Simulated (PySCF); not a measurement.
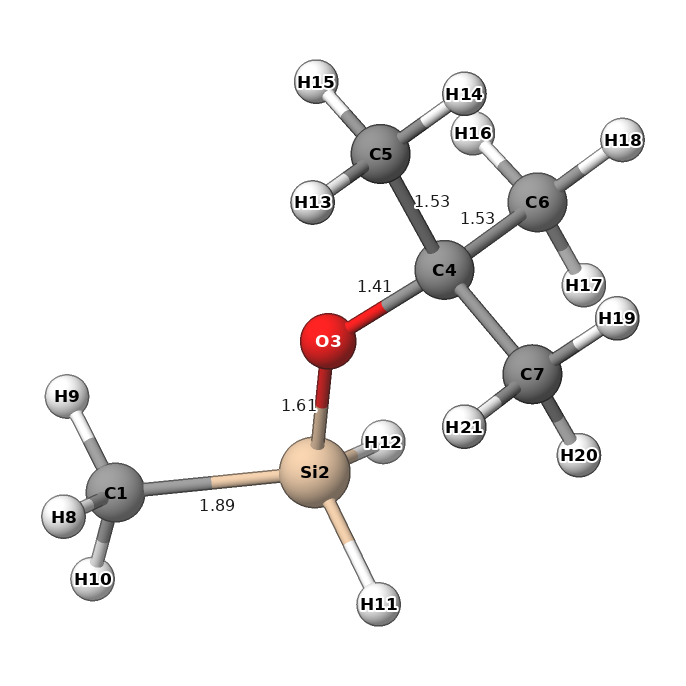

The numbers beside the sticks are distances in Å. Sticks don't show bond order. The computed structure is the end point of a GFN2-xTB optimisation. No frequency run is at hand to confirm it as a minimum.

Q: Which of the marked bonds are single, double, triple or aromatic?

A: C1–Si2 single; Si2–O3 single; O3–C4 single; C4–C5 single; C4–C6 single.

Q: Write the SMILES.

A: C[SiH2]OC(C)(C)C
